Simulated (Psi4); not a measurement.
# One shape, several levels: doublet C2H3In−

Wanted: a comparison of 3 runs (U-revPBE/def2-SVPD, UBLYP/def2-SVPD, UM06-L/def2-SVPD) of doublet C2H3In−. 

Program for the calculation: Psi4 1.11.

1 further run of the same task is left out (set aside as unsound or not needed). Runs told in other sessions of the task aren't counted.

## 1. The system as given

The species is C2H3In− (6 atoms), meant as a doublet with charge -1. SMILES of the parent species: `C#[C][InH2]`. The shape is that of a PBE0-D4/def2-TZVP optimisation. That shape belongs to the parent species and isn't relaxed for this state.

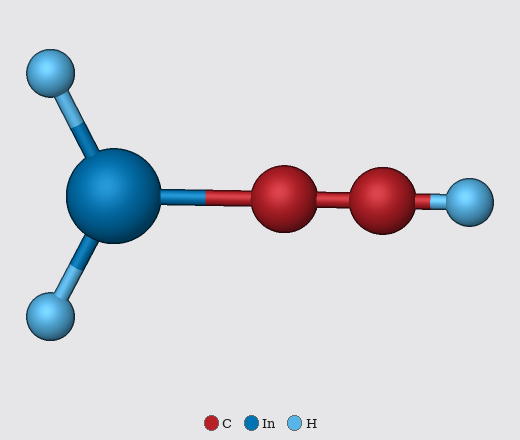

The structure, seen from a chosen angle (carbon red, indium blue, hydrogen blue).

## 2. Energy and forces at U-revPBE/def2-SVPD (core potential) (run 1)

c2h3in.inp

```
memory 2200 mb

molecule {
  -1 2
  C     -0.186600    -1.928000     0.015100
  C     -0.070400    -0.723400     0.005900
  In     0.131900     1.363900    -0.010600
  H     -0.289000    -2.989600     0.023300
  H      0.673500     2.081500    -1.468800
  H     -0.259400     2.195500     1.435000
  symmetry c1
  no_reorient
  no_com
}

set {
  basis                def2-SVPD
  reference            uks
  puream               true
  e_convergence        1e-09
  d_convergence        1e-08
  scf_type             pk
  dft_radial_points    99
  dft_spherical_points 590
  maxiter              100
}

e, wfn = gradient("revpbe", return_wfn=True)
oeprop(wfn, "MAYER_INDICES", "QUADRUPOLE", "WIBERG_LOWDIN_INDICES")
```

The run is started by

```console
psi4 -i c2h3in.inp -o c2h3in.out -n 1
```

c2h3in.out:

```text
[...]
    !!!  WARNING: ECP capability is in beta. Please check occupations closely.  !!!
[...]
  Running in c1 symmetry.
[...]
  Nuclear repulsion =   91.358346393140678
[...]
  Multiplicity = 2
[...]
  Nalpha       = 19
  Nbeta        = 18
[...]
    Number of basis functions: 96
[...]
   @UKS iter   1:  -267.36904559131517   -4.96489e-01   1.02186e-02 DIIS/ADIIS
[...]
   @UKS iter  15:  -268.02972346640286   -2.21689e-12   2.20683e-09 DIIS
[...]
   @S^2 Observed:                7.537501238E-01
[...]
    Orbital Energies [Eh]
    ---------------------
    Alpha Occupied:
       1A     -9.725775     2A     -9.723605     3A     -4.274042
       4A     -2.716305     5A     -2.713062     6A     -2.712419
       7A     -0.496779     8A     -0.482612     9A     -0.481539
      10A     -0.477312    11A     -0.475995    12A     -0.473294
      13A     -0.313851    14A     -0.211623    15A     -0.102280
      16A     -0.091545    17A     -0.081559    18A     -0.063511
      19A      0.069886
    Alpha Virtual:
      20A      0.120087    21A      0.143746    22A      0.152549
      23A      0.160651    24A      0.163327    25A      0.173779
[...]
  @UKS Final Energy:  -268.02972346640286
   => Energetics <=
    Nuclear Repulsion Energy =             91.3583463931406783
    One-Electron Energy =                -627.2410630373110507
    Two-Electron Energy =                 296.6104924313559081
    DFT Exchange-Correlation Energy =     -28.7574992535884064
    Empirical Dispersion Energy =           0.0000000000000000
    VV10 Nonlocal Energy =                  0.0000000000000000
    Total Energy =                       -268.0297234664028565
  UHF NO Occupations:
  HONO-2 :   17  A 1.9996460
  HONO-1 :   18  A 1.9989817
[...]
  -Total Gradient:
     Atom            X                  Y                   Z
    ------   -----------------  -----------------  -----------------
       1        0.005512789375     0.057080918058    -0.000440899494
       2       -0.004839298379    -0.050132011888     0.000380863517
       3       -0.000865511363    -0.008920414064     0.000079209805
       4        0.001016502554     0.010522043069    -0.000080064937
       5       -0.002712705265    -0.003995342225     0.007190665307
       6        0.001888114767    -0.004556321173    -0.007129758118
[...]
 Multipole Moments:
 ------------------------------------------------------------------------------------
     Multipole            Electronic (a.u.)      Nuclear  (a.u.)        Total (a.u.)
 ------------------------------------------------------------------------------------
 L = 1.  Multiply by 2.5417464519 to convert [e a0] to [Debye]
 Dipole X            :         -2.7285701            2.5567994           -0.1717707
 Dipole Y            :        -28.2747636           26.4956610           -1.7791026
 Dipole Z            :          0.2163470           -0.2023897            0.0139573
 Magnitude           :                                                    1.7874300
 L = 2.  Multiply by 1.3450342976 to convert [e a0^2] to [Debye ang]
 Quadrupole XX       :        -40.1059883            4.3153309          -35.7906573
 Quadrupole XY       :        -28.8799121           28.3485108           -0.5314013
[...]
```

It took 36 s on 1 thread of Intel Xeon Platinum 8375C at 2.90GHz (Ice Lake), shared host; peak memory 1.2 GiB.

## 3. A single-point energy at UBLYP/def2-SVPD (core potential) (run 2)

run.py

```python
import psi4

psi4.set_memory('2200 MB')
psi4.set_num_threads(1)
psi4.core.set_output_file('psi4.out', False)

mol = psi4.geometry("""
-1 2
C     -0.35262289    -3.64339197     0.02853486
C     -0.13303672    -1.36702788     0.01114938
In     0.24925488     2.57739746    -0.02003110
H     -0.54613085    -5.64952522     0.04403062
H      1.27273054     3.93346493    -2.77562973
H     -0.49019496     4.14889371     2.71175699
units au
symmetry c1
""")

options = {'basis': 'def2-SVPD', 'reference': 'uks', 'puream': True, 'e_convergence': 1e-09, 'd_convergence': 1e-08, 'scf_type': 'pk', 'dft_radial_points': 99, 'dft_spherical_points': 590, 'maxiter': 100}
psi4.set_options(options)

energy_value, wavefunction = psi4.energy("blyp", return_wfn=True)
psi4.oeprop(wavefunction, "QUADRUPOLE", "LOWDIN_CHARGES", "MULLIKEN_CHARGES", title="BLYP")
print(f'blyp energy: {energy_value:.10f} Eh')
```

The run is started by

```console
python run.py
```

psi4.out, cut to the lines that bear on the results:

```text
[...]
    !!!  WARNING: ECP capability is in beta. Please check occupations closely.  !!!
[...]
  Running in c1 symmetry.
[...]
  Nuclear repulsion =   91.358346432264852
[...]
  Multiplicity = 2
[...]
  Nalpha       = 19
  Nbeta        = 18
[...]
    Number of basis functions: 96
[...]
   @UKS iter   1:  -267.22951806992938   -4.24067e-01   1.04383e-02 ADIIS/DIIS
[...]
   @UKS iter  14:  -267.91868220177952   -9.89075e-12   6.74922e-09 DIIS
[...]
   @S^2 Observed:                7.520407077E-01
[...]
  @UKS Final Energy:  -267.91868220177952
   => Energetics <=
    Nuclear Repulsion Energy =             91.3583464322648524
    One-Electron Energy =                -627.1528201055712088
    Two-Electron Energy =                 296.5187766129362217
    DFT Exchange-Correlation Energy =     -28.6429851414094010
    Empirical Dispersion Energy =           0.0000000000000000
    VV10 Nonlocal Energy =                  0.0000000000000000
    Total Energy =                       -267.9186822017795180
  UHF NO Occupations:
  HONO-2 :   17  A 1.9997128
  HONO-1 :   18  A 1.9994952
[...]
 Multipole Moments:
 ------------------------------------------------------------------------------------
     Multipole            Electronic (a.u.)      Nuclear  (a.u.)        Total (a.u.)
 ------------------------------------------------------------------------------------
 L = 1.  Multiply by 2.5417464519 to convert [e a0] to [Debye]
 Dipole X            :          3.2827130           -3.2900290           -0.0073160
 Dipole Y            :         33.9173676          -33.9949525           -0.0775849
 Dipole Z            :         -0.2649139            0.2657071            0.0007932
 Magnitude           :                                                    0.0779332
 L = 2.  Multiply by 1.3450342976 to convert [e a0^2] to [Debye ang]
 Quadrupole XX       :        -40.3245596            4.4344162          -35.8901435
 Quadrupole XY       :        -29.8433519           29.5735188           -0.2698331
[...]
  Mulliken Charges: (a.u.)
   Center  Symbol    Alpha    Beta     Spin     Total
[...]
```

Standard output:

```text
blyp energy: -267.9186822018 Eh
```

Wall time 24 s (1 thread of Intel Xeon Platinum 8375C at 2.90GHz (Ice Lake), shared host); peak memory 1.2 GiB.

## 4. The energy at UM06-L/def2-SVPD (core potential) (run 3)

c2h3in.xyz

```xyz
6
C2H3In
C     -0.186600    -1.928000     0.015100
C     -0.070400    -0.723400     0.005900
In     0.131900     1.363900    -0.010600
H     -0.289000    -2.989600     0.023300
H      0.673500     2.081500    -1.468800
H     -0.259400     2.195500     1.435000
```

c2h3in_ase.py

```python
import numpy as np
from ase.calculators.psi4 import Psi4
from ase.io import read

atoms = read('c2h3in.xyz')
calc = Psi4(atoms=atoms, method='m06-l', basis='def2-SVPD', memory='2200MB', num_threads=1, charge=-1, multiplicity=2, label='c2h3in', reference='uks')
calc.psi4.set_options({'puream': True, 'e_convergence': 1e-09, 'd_convergence': 1e-08, 'scf_type': 'pk', 'dft_radial_points': 99, 'dft_spherical_points': 590, 'maxiter': 100})
atoms.calc = calc

print(f'energy: {atoms.get_potential_energy():.6f} eV')
```

The run is started by

```console
python c2h3in_ase.py
```

c2h3in.dat:

```text
[...]
    !!!  WARNING: ECP capability is in beta. Please check occupations closely.  !!!
[...]
  Running in c1 symmetry.
[...]
  Nuclear repulsion =   91.358346393140707
[...]
  Multiplicity = 2
[...]
  Nalpha       = 19
  Nbeta        = 18
[...]
    Number of basis functions: 96
[...]
   @UKS iter   1:  -267.54730498584945   -5.92246e-01   9.58971e-03 DIIS/ADIIS
[...]
   @UKS iter  15:  -268.12042817243196   -3.46745e-12   8.33292e-09 DIIS
[...]
   @S^2 Observed:                7.525392487E-01
[...]
    Orbital Energies [Eh]
    ---------------------
    Alpha Occupied:
       1A     -9.876659     2A     -9.871425     3A     -4.381861
       4A     -2.800921     5A     -2.795858     6A     -2.794960
       7A     -0.524937     8A     -0.510471     9A     -0.508104
      10A     -0.505818    11A     -0.504214    12A     -0.499983
      13A     -0.329456    14A     -0.220266    15A     -0.113465
      16A     -0.101656    17A     -0.092126    18A     -0.073661
      19A      0.074809
    Alpha Virtual:
      20A      0.140460    21A      0.156281    22A      0.170945
      23A      0.174515    24A      0.182807    25A      0.189070
[...]
  @UKS Final Energy:  -268.12042817243196
   => Energetics <=
    Nuclear Repulsion Energy =             91.3583463931407067
    One-Electron Energy =                -627.3004578758955176
    Two-Electron Energy =                 296.7085123703303680
    DFT Exchange-Correlation Energy =     -28.8868290600074573
    Empirical Dispersion Energy =           0.0000000000000000
    VV10 Nonlocal Energy =                  0.0000000000000000
    Total Energy =                       -268.1204281724319571
  UHF NO Occupations:
  HONO-2 :   17  A 1.9995565
  HONO-1 :   18  A 1.9994338
[...]
 Multipole Moments:
 ------------------------------------------------------------------------------------
     Multipole            Electronic (a.u.)      Nuclear  (a.u.)        Total (a.u.)
 ------------------------------------------------------------------------------------
 L = 1.  Multiply by 2.5417464519 to convert [e a0] to [Debye]
 Dipole X            :          3.2825595           -3.2900290           -0.0074695
 Dipole Y            :         33.9155726          -33.9949526           -0.0793799
 Dipole Z            :         -0.2648860            0.2657071            0.0008211
 Magnitude           :                                                    0.0797348
[...]
```

The script printed:

```text
energy: -7295.928472 eV
```

Run time: 68 s. Hardware: 1 thread of Intel Xeon Platinum 8375C at 2.90GHz (Ice Lake), shared host; peak memory 1.1 GiB.

## 5. All runs side by side

| run | level | task | energy (Eh) | HOMO energy (eV) | LUMO energy (eV) | ⟨S²⟩ | wall time |
| --- | --- | --- | --- | --- | --- | --- | --- |
| 1 | U-revPBE/def2-SVPD (core potential) | gradient | -268.029723 | 1.90 | 2.87 | 0.754 | 36 s |
| 2 | UBLYP/def2-SVPD (core potential) | energy | -267.918682 | 2.09 | 2.79 | 0.752 | 24 s |
| 3 | UM06-L/def2-SVPD (core potential) | energy | -268.120428 | 2.04 | 2.43 | 0.753 | 68 s |

## 6. Outcome

| quantity | value |
| --- | --- |
| run 3: total energy | -268.12043 Eh |
| run 3: HOMO energy (highest over α and β) | 2.04 eV |
| run 3: LUMO energy (lowest over α and β) | 2.43 eV |
| run 3: ⟨S²⟩ | 0.753 |

What this shows: Totals of different functionals can't be ranked against each other. In all runs the HOMO lies above zero, from self-interaction, a short basis or an electron that isn't bound. All runs together took 2.1 min, the longest 68 s.
